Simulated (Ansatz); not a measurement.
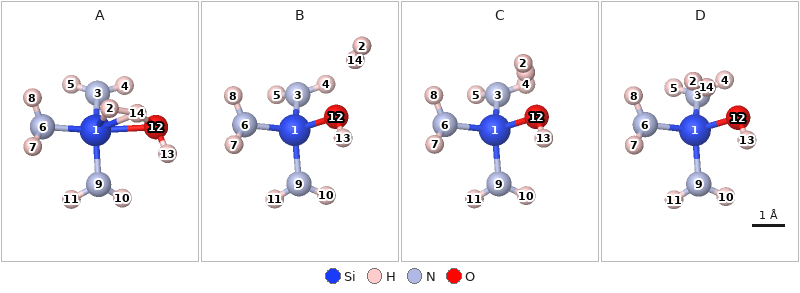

4 geometries from a converged minimum-energy path of SiN3H9O, shuffled. The picture is a ball-and-stick view, seen at a tilt.

Method: RKS PBE0/6-31G* in Ansatz. Run with 5 movable images; climbing image; force threshold 0.03 eV/Å; iteration limit 60; starting path through a guess of the saddle point.

Which frame is the transition state?

A. In order along the path, whose images run from 0 to 6: A (image 2, +38.2 kcal/mol), D (image 4, −14.7 kcal/mol), C (image 5, −15.9 kcal/mol), B (image 6, −16.0 kcal/mol). Breaking: O12–H14 (0.97 → 1.26 at the top → 2.53 Å), Si1–H2 (1.49 → 1.76 at the top → 4.64 Å). Forming: H2–H14 (3.50 → 0.99 at the top → 0.75 Å), Si1–O12 (3.34 → 1.94 at the top → 1.67 Å).
